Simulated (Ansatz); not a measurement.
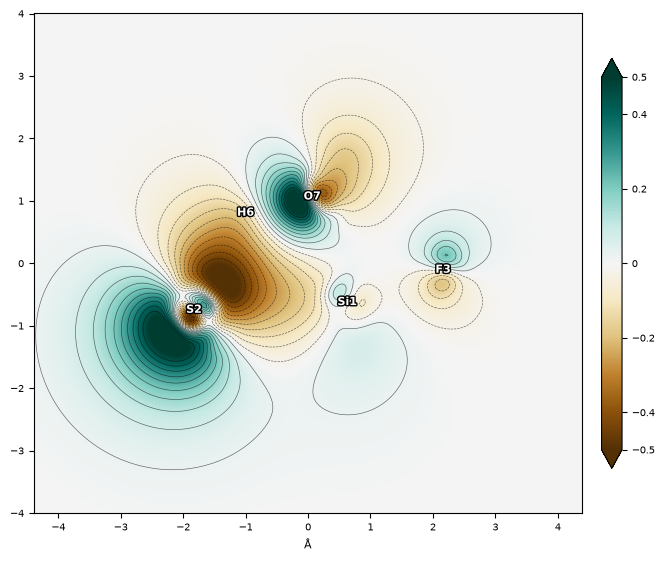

The picture shows: F$_{2}$H$_{3}$OSi···HS. The HOMO−1 on the plane of atoms F3, Si1 and O7 (values in Å⁻³ᐟ²; the overall sign is arbitrary).

A transition-state structure; geometry: PBE0-D4/def2-TZVP.

Theory: RKS PBE0-D4/def2-TZVPP in Ansatz.

```
atom    x (Å)    y (Å)    z (Å)
  Si  -0.1356   0.7973  -0.0585
   S   1.3849  -0.7548   1.0945
   F  -1.2381   1.4581  -1.0450
   F   1.1576   1.4679  -0.6974
   H  -0.6890   1.2440   1.2250
   H   0.3439  -1.3187  -0.2116
   O  -0.5116  -0.8132  -0.7125
   H   0.5021  -1.1464   2.0283
   H  -0.8142  -0.9343  -1.6226
```

### Describe this orbital and give its energy.

It lies mainly on S2 (about 70 %) and O7 (about 10 %); largely a lone pair of S2. Its energy is −8.05 eV.
